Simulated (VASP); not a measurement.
# MnS (Rambergite): structure and properties in VASP, part 5 of 7

What structure does MnS (Rambergite) take at this level, and what are its properties? The start is a cell from a database of measured crystal structures.

VASP 6.6.1, plane waves and PAW; the level of theory is named at each step.

Still holding for the runs below: The magnetic order is the lowest of the few collinear ones that converged above; longer or canted patterns were not tried. The cell is doubled for it, so bands and modes from the zone boundary of the chemical cell fold onto Γ and the labels are those of the larger cell.

So far, gap on the k-mesh (eV): step 2 (magnetic order: ferromagnetic) 0.747; step 3 (magnetic order: antiferromagnetic within the cell) 1.63; step 6 (magnetic order: antiferromagnetic, q = (1/2, 1/2, 0)) 2.44. The relaxed cell has a, b, c = 3.932, 6.736, 6.423 Å (conventional setting).

The database entry behind the starting cell differs from later determinations by our own check (about 0.3 % short against later determinations), so it need not match the best structure at ambient conditions.

## Step 10: Density, ELF and potential (r2SCAN)

Level of this step: r2SCAN, spin-polarised from an antiferromagnetic start; plane waves and PAW (Mn_pv, S) (VASP).

A single point on the relaxed cell gives a clean self-consistent state, with density, ELF and potential written out.

INCAR reads:

```
SYSTEM = MnS
PREC = Accurate
ENCUT = 400
EDIFF = 1E-06
NELM = 100
ISMEAR = 0
SIGMA = 0.05
LREAL = .FALSE.
ALGO = Normal
METAGGA = R2SCAN
LASPH = .TRUE.
NBANDS = 51
ISPIN = 2
MAGMOM = 4.33 -4.33 4.33 -4.33 0 -0 0 -0
LMAXMIX = 4
LORBIT = 11
LWAVE = .FALSE.
LCHARG = .TRUE.
ISIF = 2
LELF = .TRUE.
LVHAR = .TRUE.
```

POSCAR reads:

```
MnS
1.0
    7.7992791192      0.0373804432      0.0000000000
    1.9660059865      3.4052222566      0.0000000000
    0.0000000000      0.0000000000      6.4234213796
Mn S
4 4
Direct
    0.8323392512      0.6676607488      0.0056383006
    0.3323392512      0.6676607488      0.0056383006
    0.1676607488      0.3323392512      0.5056383006
    0.6676607488      0.3323392512      0.5056383006
    0.8334347064      0.6665652936      0.3793616994
    0.3334347064      0.6665652936      0.3793616994
    0.1665652936      0.3334347064      0.8793616994
    0.6665652936      0.3334347064      0.8793616994
```

KPOINTS reads:

```
Automatic mesh
0
Gamma
6 6 3
0 0 0
```

PAW data sets: Mn_pv and S (PBE family, release 64).

Started as:

```
> mpirun -np 8 vasp_std
```

The log of the run:

```text
[banner, memory and clock lines left out]
running    8 mpi-ranks, on    1 nodes
 distrk:  each k-point on    8 cores,    1 groups
 distr:  one band on    1 cores,    8 groups

 POSCAR found type information on POSCAR MnS
 POSCAR found :  2 types and       8 ions
 [... a notice as in an earlier step ...]

 [... a notice as in an earlier step ...]

 LDA part: xc-table for (None), standard interpolation
|                                                                             |
|           W    W    AA    RRRRR   N    N  II  N    N   GGGG   !!!           |
|           W    W   A  A   R    R  NN   N  II  NN   N  G    G  !!!           |
|           W    W  A    A  R    R  N N  N  II  N N  N  G       !!!           |
|           W WW W  AAAAAA  RRRRR   N  N N  II  N  N N  G  GGG   !            |
|           WW  WW  A    A  R   R   N   NN  II  N   NN  G    G                |
|           W    W  A    A  R    R  N    N  II  N    N   GGGG   !!!           |
|                                                                             |
|     The number of bands has been changed from the values supplied in        |
|     The orbitals not found in the WAVECAR file will be initialized with     |
|     random numbers, which is usually adequate. For correlated               |
|     calculations, however, you should redo the groundstate calculation.     |
|     I found NBANDS = 51. Now, NBANDS = 56.                                  |
|                                                                             |

 POSCAR, INCAR and KPOINTS ok, starting setup
 FFT: planning ... GRIDC
 FFT: planning ... GRID_SOFT
 FFT: planning ... GRID
 WAVECAR not read
 entering main loop
       N       E                     dE             d eps       ncg     rms          rms(c)
DAV:   1     0.717065905637E+03    0.71707E+03   -0.36268E+04  8216   0.120E+03
DAV:   2    -0.454903262062E+02   -0.76256E+03   -0.72164E+03  7336   0.380E+02
DAV:   3    -0.116113040339E+03   -0.70623E+02   -0.68996E+02  8368   0.123E+02
DAV:   4    -0.118560150754E+03   -0.24471E+01   -0.24353E+01  8544   0.222E+01
DAV:   5    -0.118608787432E+03   -0.48637E-01   -0.48619E-01  8328   0.370E+00    0.218E+01
DAV:   6    -0.996243987750E+02    0.18984E+02   -0.51355E+01  8216   0.534E+01    0.273E+01
DAV:   7    -0.100367547038E+03   -0.74315E+00   -0.52038E+00  7896   0.147E+01    0.158E+01
DAV:   8    -0.100258200812E+03    0.10935E+00   -0.60836E-01  9016   0.745E+00    0.939E+00
DAV:   9    -0.100284123450E+03   -0.25923E-01   -0.36495E-01  8336   0.394E+00    0.203E+00
DAV:  10    -0.100273071012E+03    0.11052E-01   -0.84063E-02  8296   0.260E+00    0.510E-01
DAV:  11    -0.100275418708E+03   -0.23477E-02   -0.77040E-03  8904   0.397E-01    0.252E-01
DAV:  12    -0.100276050354E+03   -0.63165E-03   -0.99922E-04  8520   0.211E-01    0.141E-01
DAV:  13    -0.100276438924E+03   -0.38857E-03   -0.35068E-04  8064   0.102E-01    0.116E-01
DAV:  14    -0.100276416845E+03    0.22079E-04   -0.14850E-05  8112   0.202E-02    0.773E-02
DAV:  15    -0.100276419660E+03   -0.28146E-05   -0.50590E-05  8456   0.474E-02    0.209E-02
DAV:  16    -0.100276423101E+03   -0.34408E-05   -0.58515E-06  7536   0.138E-02    0.491E-03
DAV:  17    -0.100276416102E+03    0.69990E-05   -0.28562E-07  4984   0.390E-03    0.130E-03
DAV:  18    -0.100276413941E+03    0.21610E-05   -0.80324E-08  4728   0.140E-03    0.829E-04
DAV:  19    -0.100276413447E+03    0.49351E-06   -0.17909E-08  4616   0.955E-04
   1 F= -.10027641E+03 E0= -.10027641E+03  d E =-.282254E-15  mag=    -0.0000
```

Wall time 3.3 min (8 MPI ranks of AMD EPYC 9R45, shared host); peak memory 1.3 GiB.

OUTCAR, selected parts (step 10):

```text
   k-points           NKPTS =     32   k-points in BZ     NKDIM =     32   number of bands    NBANDS=     56

   NELECT =      76.0000    total number of electrons

 E-fermi :   3.7966

 k-point     2 :       0.1667    0.0000    0.0000
  band No.  band energies     occupation
    ...
     34       2.7926      1.00000
     35       3.1574      1.00000
     36       3.2409      1.00000
     37       3.4041      1.00000
     38       3.5135      1.00000
     39       6.0091      0.00000
     40       6.4648      0.00000
     41       6.4782      0.00000
     42       6.6734      0.00000
     43       6.7841      0.00000
    ...

  Total       -0.0099525      0.0163515     -0.0434864      0.0227799      0.0000000      0.0000000
  in kB       -0.0937298      0.1539941     -0.4095447      0.2145352      0.0000000      0.0000000
  external PRESSURE =      -0.1164268 kB  Pullay stress =       0.0000000 kB

 POSITION                                       TOTAL-FORCE (eV/Angst)
 -----------------------------------------------------------------------------------
      7.80427      2.30465      0.03622        -0.005232      0.003021      0.007156
      3.90463      2.28596      0.03622        -0.005232      0.003021      0.007156
      1.96101      1.13796      3.24793         0.005232     -0.003021      0.007156
      5.86065      1.15665      3.24793         0.005232     -0.003021      0.007156
      7.81066      2.30096      2.43680         0.001574     -0.000909     -0.007156
      3.91102      2.28227      2.43680         0.001574     -0.000909     -0.007156
      1.95462      1.14165      5.64851        -0.001574      0.000909     -0.007156
      5.85426      1.16034      5.64851        -0.001574      0.000909     -0.007156
 -----------------------------------------------------------------------------------
    total drift:                               -0.000000     -0.000001      0.090064

  FREE ENERGIE OF THE ION-ELECTRON SYSTEM (eV)
  ---------------------------------------------------
  free  energy   TOTEN  =      -100.2764134471 eV

  energy  without entropy=     -100.2764134471  energy(sigma->0) =     -100.27641345

 magnetization (x)
# of ion       s       p       d       tot
------------------------------------------
    1        0.028   0.046   4.213   4.287
    2       -0.028  -0.046  -4.213  -4.287
    3        0.028   0.046   4.213   4.287
    4       -0.028  -0.046  -4.213  -4.287
    5       -0.001  -0.002   0.000  -0.002
    6        0.001   0.002   0.000   0.002
    7       -0.001  -0.002   0.000  -0.002
    8        0.001   0.002   0.000   0.002
--------------------------------------------------
tot          0.000   0.000  -0.000  -0.000

[... 12 parts as in an earlier step ...]

[... 5 further parts left out ...]
```

With spin, VASP writes an ELF for each channel.

This step gave:

```
electronic cycles : 19
bands             : 56
Fermi energy      : 3.797 eV
pressure          : -0.01164 GPa
```

Valence electrons inside each PAW sphere by angular momentum. Sphere charges, by row:

```csv
atom,s (e),p (e),d (e),tot (e)
Mn1,0.275,6.214,4.916,11.41
Mn2,0.275,6.214,4.916,11.41
Mn3,0.275,6.214,4.916,11.41
Mn4,0.275,6.214,4.916,11.41
S5,1.302,2.493,0,3.794
S6,1.302,2.493,0,3.794
S7,1.302,2.493,0,3.794
S8,1.302,2.493,0,3.794
```

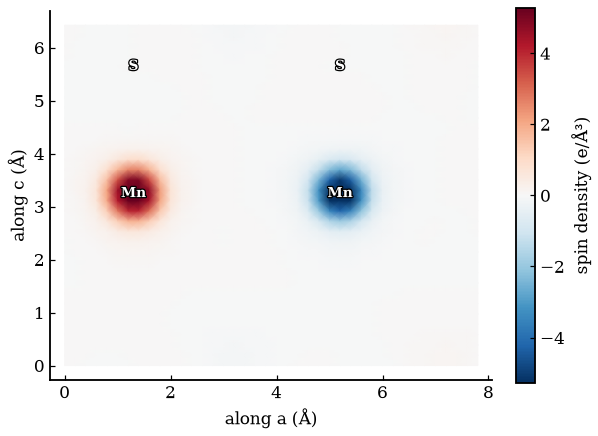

Spin density in the ac plane at fractional y = 0.332, with atoms of Mn and S within 0.2 Å of it.

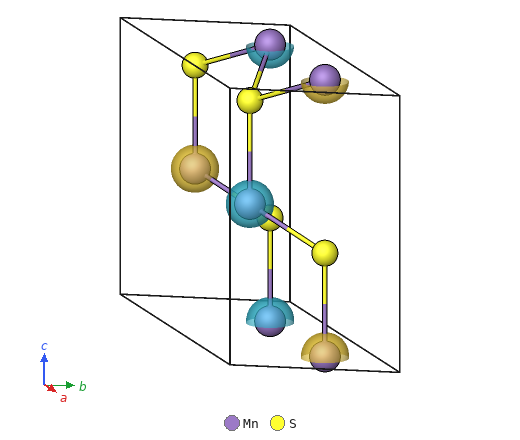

Surfaces of spin density = ±1.8 e/Å³, which hold about 50 % of the integral of its size. The two colours are the two signs.

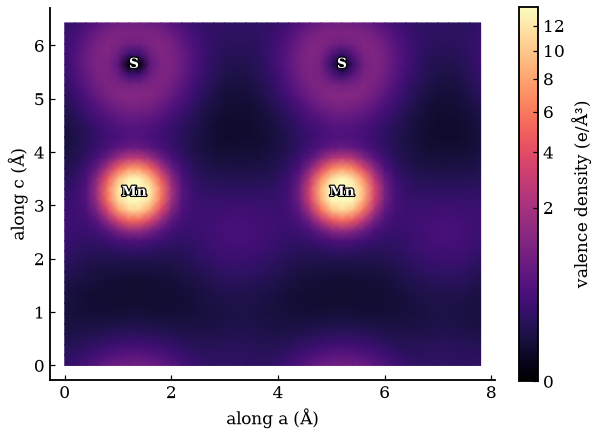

Valence density in the ac plane at fractional y = 0.332, with atoms of Mn and S within 0.2 Å of it. It is the smooth field of the valence electrons, not physical close to the nuclei. The colour scale is stretched toward low values.

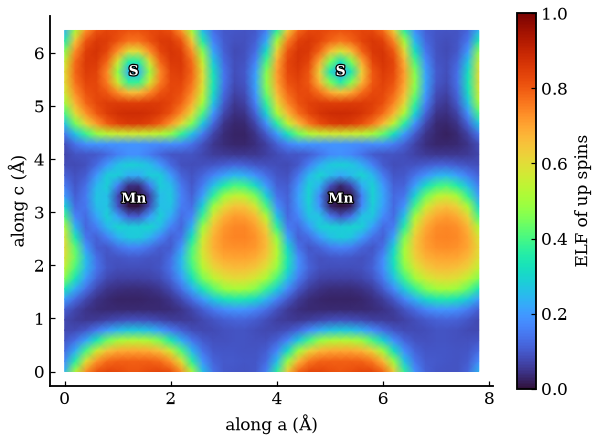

ELF of up spins in the ac plane at fractional y = 0.332, with atoms of Mn and S within 0.2 Å of it. It is the smooth field of the valence electrons, not physical close to the nuclei.

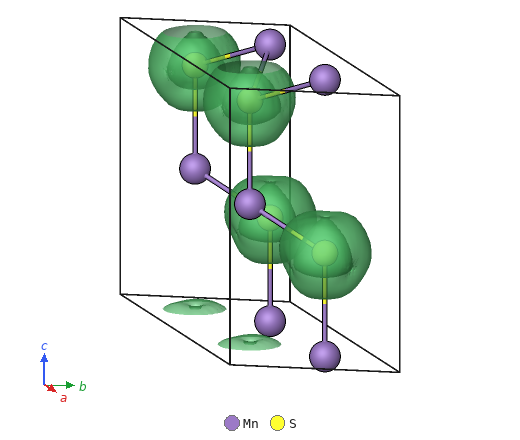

Surface of ELF of up spins = 0.81.

In this run the pressure is -0.01 GPa, small enough to go on.

## Step 11: Band structure (r2SCAN)

Levels along the symmetry lines show where the bands peak and cross; KPOINTS_OPT computes them in the converged potential.

INCAR reads:

```
SYSTEM = MnS
PREC = Accurate
ENCUT = 400
EDIFF = 1E-06
NELM = 100
ISMEAR = 0
SIGMA = 0.05
LREAL = .FALSE.
ALGO = Normal
METAGGA = R2SCAN
LASPH = .TRUE.
NBANDS = 63
ISPIN = 2
MAGMOM = 4.287 -4.287 4.287 -4.287 -0.002 0.002 -0.002 0.002
LMAXMIX = 4
LORBIT = 11
LWAVE = .FALSE.
LCHARG = .FALSE.
KPAR = 8
```

POSCAR is that of step 10.

KPOINTS is that of step 10.

KPOINTS_OPT reads:

```
Line mode
12
Line-mode
Reciprocal
  0.00000000   0.00000000   0.00000000 GAMMA
  0.50000000   0.50000000   0.00000000 X

  0.50000000   0.50000000   0.00000000 X
  0.50000000   0.50000000  -0.50000000 S

  0.50000000   0.50000000  -0.50000000 S
  0.00000000   0.00000000  -0.50000000 Y

  0.00000000   0.00000000  -0.50000000 Y
  0.00000000   0.00000000   0.00000000 GAMMA

  0.00000000   0.00000000   0.00000000 GAMMA
 -0.50000000   0.00000000   0.00000000 Z

 -0.50000000   0.00000000   0.00000000 Z
  0.00000000   0.50000000   0.00000000 U

  0.00000000   0.50000000   0.00000000 U
  0.00000000   0.50000000  -0.50000000 R

  0.00000000   0.50000000  -0.50000000 R
 -0.50000000   0.00000000  -0.50000000 T

 -0.50000000   0.00000000  -0.50000000 T
 -0.50000000   0.00000000   0.00000000 Z

  0.00000000   0.00000000  -0.50000000 Y
 -0.50000000   0.00000000  -0.50000000 T

  0.00000000   0.50000000   0.00000000 U
  0.50000000   0.50000000   0.00000000 X

  0.50000000   0.50000000  -0.50000000 S
  0.00000000   0.50000000  -0.50000000 R
```

Started as:

```
> mpirun -np 8 vasp_std
```

The log of the run:

```text
[... set-up lines as in an earlier step ...]
 entering main loop
       N       E                     dE             d eps       ncg     rms          rms(c)
DAV:   1     0.718252826600E+03    0.71825E+03   -0.35419E+04  9080   0.107E+03
DAV:   2    -0.480761333651E+02   -0.76633E+03   -0.71849E+03  8186   0.347E+02
DAV:   3    -0.116528692300E+03   -0.68453E+02   -0.66888E+02  9412   0.115E+02
DAV:   4    -0.118570550512E+03   -0.20419E+01   -0.20318E+01  9229   0.194E+01
DAV:   5    -0.118606159093E+03   -0.35609E-01   -0.35599E-01  9263   0.295E+00    0.218E+01
DAV:   6    -0.996808646922E+02    0.18925E+02   -0.41266E+01  8586   0.477E+01    0.276E+01
DAV:   7    -0.100367033574E+03   -0.68617E+00   -0.50661E+00  8619   0.133E+01    0.159E+01
DAV:   8    -0.100259870075E+03    0.10716E+00   -0.50266E-01  9328   0.664E+00    0.955E+00
DAV:   9    -0.100283771373E+03   -0.23901E-01   -0.36048E-01  8749   0.362E+00    0.200E+00
DAV:  10    -0.100272873041E+03    0.10898E-01   -0.79878E-02  9100   0.237E+00    0.485E-01
DAV:  11    -0.100275298634E+03   -0.24256E-02   -0.59347E-03  9001   0.332E-01    0.241E-01
DAV:  12    -0.100276071238E+03   -0.77260E-03   -0.80863E-04  9467   0.182E-01    0.158E-01
DAV:  13    -0.100276346885E+03   -0.27565E-03   -0.30001E-04  8920   0.802E-02    0.117E-01
DAV:  14    -0.100276359575E+03   -0.12689E-04   -0.21477E-05  8996   0.226E-02    0.611E-02
DAV:  15    -0.100276428719E+03   -0.69144E-04   -0.23397E-05  8750   0.265E-02    0.162E-02
DAV:  16    -0.100276422953E+03    0.57655E-05   -0.17345E-06  7264   0.706E-03    0.263E-03
DAV:  17    -0.100276413978E+03    0.89754E-05   -0.15261E-07  5096   0.268E-03    0.139E-03
DAV:  18    -0.100276413280E+03    0.69784E-06   -0.72956E-08  4830   0.125E-03
   1 F= -.10027641E+03 E0= -.10027641E+03  d E =-.290187E-28  mag=     0.0000
 Start KPOINTS_OPT (optional k-point list driver)
k-point batch [1-32\144]
       N       E                     dE             ncg
DAV:   1    -0.101879343013E+05   -0.58709E+05     9104
DAV:   2    -0.338936804410E+05   -0.23706E+05     8294
DAV:   3    -0.358738798762E+05   -0.19802E+04     9312
DAV:   4    -0.359272298129E+05   -0.53350E+02     9086
DAV:   5    -0.359281576595E+05   -0.92785E+00     9178
DAV:   6    -0.359281894900E+05   -0.31831E-01     9282
DAV:   7    -0.359281911230E+05   -0.16330E-02     9903
DAV:   8    -0.359281911962E+05   -0.73234E-04     8773
DAV:   9    -0.359281912010E+05   -0.47601E-05     7074
DAV:  10    -0.359281912015E+05   -0.46642E-06     5384
[...]
k-point batch [129-144\144]
       N       E                     dE             ncg
DAV:   1     0.190534079697E+05   -0.37674E+05     4560
DAV:   2     0.728623614710E+04   -0.11767E+05     4140
DAV:   3     0.632350239270E+04   -0.96273E+03     4616
DAV:   4     0.629786984129E+04   -0.25633E+02     4529
DAV:   5     0.629742478501E+04   -0.44506E+00     4554
DAV:   6     0.629740960925E+04   -0.15176E-01     4653
DAV:   7     0.629740884098E+04   -0.76827E-03     5007
DAV:   8     0.629740881019E+04   -0.30794E-04     4363
DAV:   9     0.629740880821E+04   -0.19761E-05     3377
DAV:  10     0.629740880802E+04   -0.18596E-06     2667
```

Elapsed: 9.5 min, on 8 MPI ranks; peak memory 5.7 GiB.

From OUTCAR (step 11):

```text
   k-points           NKPTS =     32   k-points in BZ     NKDIM =     32   number of bands    NBANDS=     63

   NELECT =      76.0000    total number of electrons

 E-fermi :   3.9116

 spin component 1
 k-point     1 :       0.0000    0.0000    0.0000
  band No.  band energies     occupation
    ...
     34       2.9192      1.00000
     35       3.1870      1.00000
     36       3.1995      1.00000
     37       3.4560      1.00000
     38       3.4854      1.00000
     39       5.9480      0.00000
     40       6.4339      0.00000
     41       6.4684      0.00000
     42       6.6775      0.00000
     43       6.7298      0.00000
    ...

 k-point     6 :       0.1667    0.1667    0.0000
  band No.  band energies     occupation
    ...
     34       2.5145      1.00000
     35       2.9859      1.00000
     36       3.1318      1.00000
     37       3.1568      1.00000
     38       3.2004      1.00000
     39       6.0220      0.00000
     40       6.3142      0.00000
     41       6.4283      0.00000
     42       6.5669      0.00000
     43       6.6368      0.00000
    ...

  Total       -0.0090664      0.0172179     -0.0425993      0.0227629      0.0000000      0.0000000
  in kB       -0.0853853      0.1621545     -0.4011903      0.2143757      0.0000000      0.0000000
  external PRESSURE =      -0.1081404 kB  Pullay stress =       0.0000000 kB

 POSITION                                       TOTAL-FORCE (eV/Angst)
 -----------------------------------------------------------------------------------
      7.80427      2.30465      0.03622        -0.005234      0.003022      0.007166
      3.90463      2.28596      0.03622        -0.005234      0.003022      0.007166
      1.96101      1.13796      3.24793         0.005234     -0.003022      0.007166
      5.86065      1.15665      3.24793         0.005234     -0.003022      0.007166
      7.81066      2.30096      2.43680         0.001588     -0.000917     -0.007166
      3.91102      2.28227      2.43680         0.001588     -0.000917     -0.007166
      1.95462      1.14165      5.64851        -0.001588      0.000917     -0.007166
      5.85426      1.16034      5.64851        -0.001588      0.000917     -0.007166
 -----------------------------------------------------------------------------------
    total drift:                               -0.000000     -0.000001      0.090083

  FREE ENERGIE OF THE ION-ELECTRON SYSTEM (eV)
  ---------------------------------------------------
  free  energy   TOTEN  =      -100.2764132801 eV

  energy  without entropy=     -100.2764132801  energy(sigma->0) =     -100.27641328

[... 14 parts as in an earlier step ...]

[... 3 further parts left out ...]
```

This step gave:

```yaml
electronic_cycles: 18
bands: 63
fermi_energy: 3.912 eV
pressure: -0.01081 GPa
least_gap_on_mesh_and_path: 2.413 eV
least_direct_gap_on_mesh_and_path: 2.462 eV
conduction_bottom_at_k: -0.04545, 0.4545, 0
least_direct_gap_at_k: -0.04545, 0, 0
```

Both spin channels agree. The electronic bands at the labelled points (eV, zero at the valence-band top; v1 is the highest filled band, c1 the lowest empty one):

```csv
point,v4,v3,v2,v1,c1,c2,c3,c4
Γ,-0.34,-0.33,-0.07,-0.04,2.42,2.90,2.94,3.15
X,-1.35,-1.29,-0.70,-0.61,2.58,2.64,2.70,2.95
S,-1.30,-1.30,-0.61,-0.61,2.58,2.58,2.89,2.89
Y,-0.26,-0.26,-0.06,-0.06,2.81,2.81,3.15,3.15
Γ,-0.34,-0.33,-0.07,-0.04,2.42,2.90,2.94,3.15
Z,-0.48,-0.23,-0.21,0.00,2.74,2.92,2.94,3.26
U,-1.37,-1.19,-0.87,-0.14,2.42,2.44,2.51,2.63
R,-0.91,-0.91,-0.52,-0.52,2.59,2.59,2.88,2.88
T,-0.40,-0.40,-0.09,-0.09,2.89,2.89,3.23,3.23
Z,-0.48,-0.23,-0.21,0.00,2.74,2.92,2.94,3.26
jump to Y,-0.26,-0.26,-0.06,-0.06,2.81,2.81,3.15,3.15
T,-0.40,-0.40,-0.09,-0.09,2.89,2.89,3.23,3.23
jump to U,-1.37,-1.19,-0.87,-0.14,2.42,2.44,2.51,2.63
X,-1.35,-1.29,-0.70,-0.61,2.58,2.64,2.70,2.95
jump to S,-1.30,-1.30,-0.61,-0.61,2.58,2.58,2.89,2.89
R,-0.91,-0.91,-0.52,-0.52,2.59,2.59,2.88,2.88
```

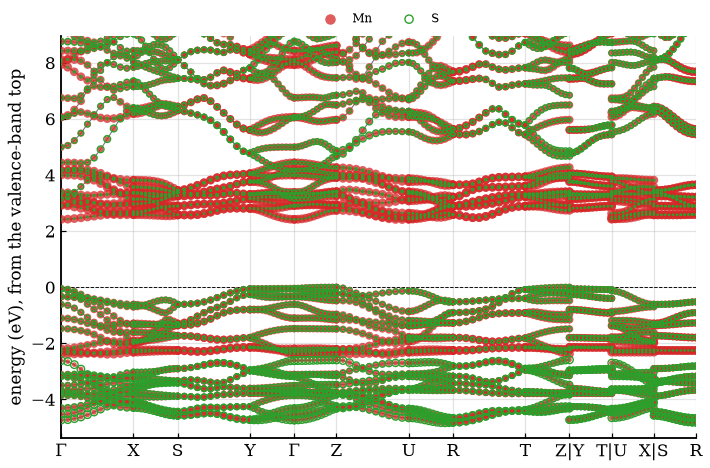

Electronic bands along the path; dots are coloured as in the legend, and their area grows with the weight.

The path finds the gap of the mesh within 0.02 eV, so the mesh comes close to both band edges.

[end of part 5 of 7]

[Lines on the potential files, build, host, timing and source positions are cut from VASP's logs without a mark.]

[Logs are printed without paths, hosts, clocks, repeated set-up lines and the standing remarks that a program may print on its own settings, such as how far it seeks lower states.]

[Hosts, paths, dates, database ids (printed as entryN), source tags and the programs' standing remarks are cut or masked in the printed files.]

[A measured line is paired with the nearest computed mode of its activity, which favours agreement.]

[In band tables of VASP the shares of atoms and orbitals are scaled to a sum of 1 inside the atoms' spheres.]
